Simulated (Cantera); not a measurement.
A closed system holds: 1 mol AlN, 0.96 mol C, 2.8 mol N2, at 1.60 bar.

These are equilibrium values from Cantera (NASA tables, ideal gas, pure condensed phases), not measurements of a reactor. Candidate condensed phases: Al, AlN, C; 16 gas species. Kinetics and transport are ignored.

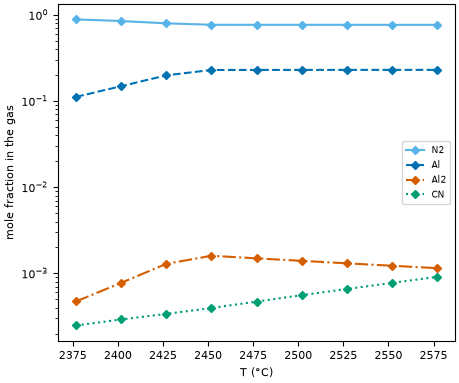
*Equilibrium gas composition (values under 1e-9 drawn at 1e-9)*

From 2377 °C to 2427 °C the condensed part is AlN(s) + C(graphite). From 2452 °C to 2577 °C the condensed part is C(graphite). The main Al-bearing gas is Al throughout.
